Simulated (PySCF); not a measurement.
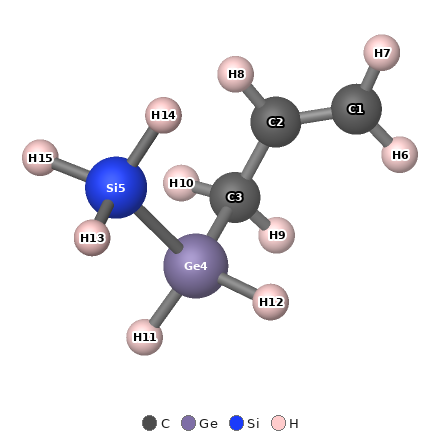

C₃H₁₀GeSi, SMILES C=C[CH2][GeH2][SiH3], singlet. Vertical core-electron binding energies by ΔSCF (SCAN, pcX-2 on the ionised atom, pcseg-1 elsewhere, spin-free X2C; PySCF 2.14.0, at a PBE0-D3(BJ)/def2-SVP geometry (no frequency check)), gas phase, against the vacuum level. One atom of each kind was ionised; within a panel, areas follow the number of like atoms, Gaussians of 0.6 eV full width. Only the regions named are shown. Lines closer than the width merge in the curve.

Predict the C 1s photoelectron lines.

| level | atoms | binding energy (eV) |
| --- | --- | --- |
| C 1s | C2 | 290.6 |
| C 1s | C3 | 290.4 |
| C 1s | C1 | 289.9 |

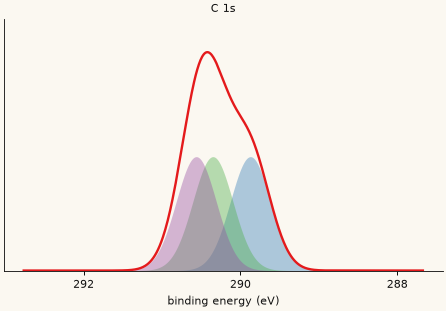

Caveats: one conformer of a flexible molecule.
